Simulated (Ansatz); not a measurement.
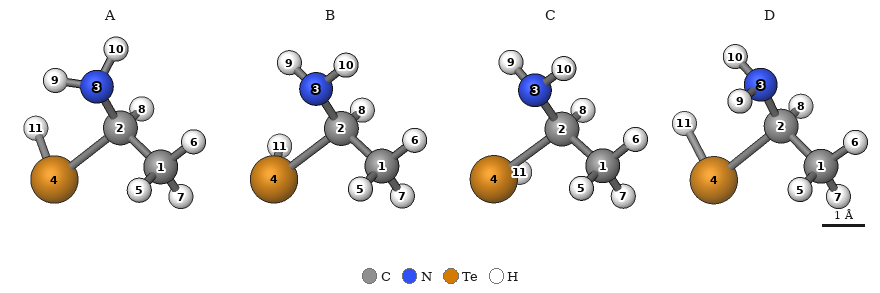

4 geometries from a converged minimum-energy path of C2H7NTe, shuffled. The picture is a ball-and-stick view, seen from a free direction.

Theory: Ansatz, RKS B3LYP-D4/def2-SVP. Run with 7 movable images; climbing image; force threshold 0.05 eV/Å; iteration limit 60; starting path by image-dependent pair potential.

Which frame is the transition state?

A. In order along the path, whose images run from 0 to 8: D (image 0, 0.0 kJ/mol), A (image 4, +27.5 kJ/mol), B (image 6, +20.4 kJ/mol), C (image 7, +17.4 kJ/mol). The motion is a rotation about the C2–N3 bond by about 135°, with a turn of about 95° about C2–Te4. No bond forms or breaks between the ends. Bond angles that change up to the highest image, for instance: N3–C2–Te4 115.3° → 111.5°, N3–C2–H8 109.8° → 112.9°.

The run took 3.6 min on 2 threads of Intel(R) Xeon(R) 6975P-C (Granite Rapids), with other jobs on the host, peak memory 0.27 GiB.
